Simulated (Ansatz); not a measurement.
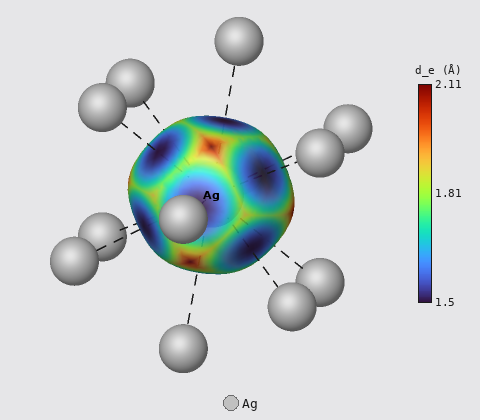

Hirshfeld surface computed for one Ag atom in Ag (Fm-3m, No. 225), coloured by d_e. Dashed lines lead to the closest neighbours outside.

The surface is where the fragment's share of the procrystal density (the sum of the densities of spherically averaged neutral Hartree-Fock atoms) equals one half. d_i and d_e are the distances from the surface to the nearest nucleus inside and outside. From Rb on the atoms have core potentials, so only their outer electrons count.

Origin of the cell: coordinates from a relaxation with DFT, m-r2SCAN, plane waves (500 eV) with PAW, scalar-relativistic in Ansatz 0.2.0.

```cif
data_structure
_symmetry_space_group_name_H-M 'Fm-3m'
_symmetry_Int_Tables_number 225
_cell_length_a 4.1038
_cell_length_b 4.1038
_cell_length_c 4.1038
_cell_angle_alpha 90.000
_cell_angle_beta 90.000
_cell_angle_gamma 90.000
_cell_volume 69.11
loop_
_atom_site_label
_atom_site_type_symbol
_atom_site_symmetry_multiplicity
_atom_site_Wyckoff_symbol
_atom_site_fract_x
_atom_site_fract_y
_atom_site_fract_z
_atom_site_occupancy
Ag1 Ag 4 a 0.00000 0.00000 0.00000 1
```

Q: What is the shortest distance from the fragment to an atom outside it?

A: Ag–Ag, 2.90 Å.

Q: How is the surface shared among contacts (nearest atom inside ··· nearest atom outside)?

A: Ag···Ag 100 %. The surface faces 12 neighbours with more than 2 % of its area each: 12 Ag.

Q: Give the size and shape of the surface.

A: It encloses about 13.2 Å³, has an area of about 27 Å² and a globularity of 1.00 (1 for a sphere).
